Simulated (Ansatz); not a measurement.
The figure comes from a scan of Sb (A7 type, space group R-3m): the cell is scaled evenly about its relaxed volume V₀. All values below come from r2SCAN+rVV10 (plane waves to 500 eV, PAW, scalar-relativistic; Ansatz, a program for electronic structure). k mesh 13×13×13 (Γ-centred), Fermi-Dirac smearing 0.05 eV. The energy includes the smearing's −TS. Sb was relaxed with its symmetry unable to fall. Spin-orbit coupling is left out, though Sb is heavy. ΔE is measured from the relaxed starting cell.

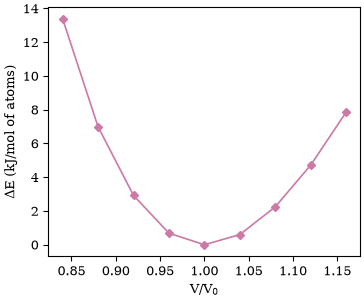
ΔE (kJ/mol of atoms) against V/V₀; computed points joined by lines.

**Question.** Turn the plot into a table (rounded to what can be read).

**Answer.** To the nearest 0.2:

```csv
V/V₀,ΔE (kJ/mol of atoms)
0.840,13.4
0.880,7.0
0.920,3.0
0.960,0.6
1.000,0.0
1.040,0.6
1.080,2.2
1.120,4.8
1.160,7.8
```

(Under strain, the slope of the energy per volume gives the stress and its curvature an elastic modulus.)
